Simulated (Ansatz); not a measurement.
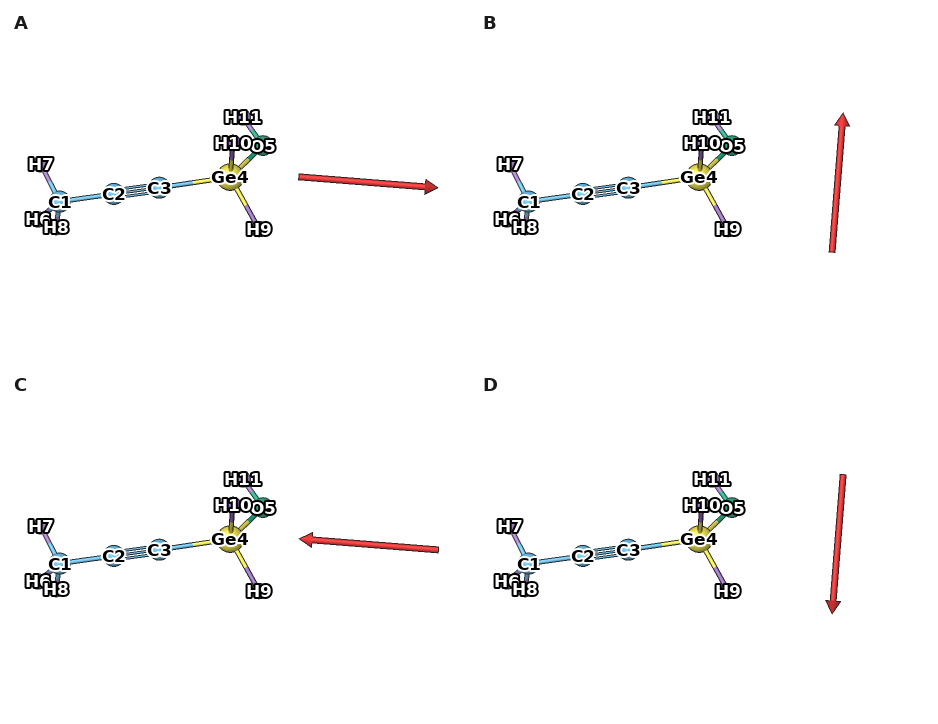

The same molecule four times, each with an arrow. Computed geometry: PBE0-D4/def2-TZVP optimisation. No frequency run is at hand to confirm it as a minimum. Properties computed with RKS r2SCAN-D4/def2-TZVPP (Ansatz 0.2.0).

**Which arrow points along the dipole moment, from the negative to the positive end?**

C. The dipole moment is 2.72 D; it points from the side of O5, H9 to the side of H6, H7 (the outermost atoms at the two ends).
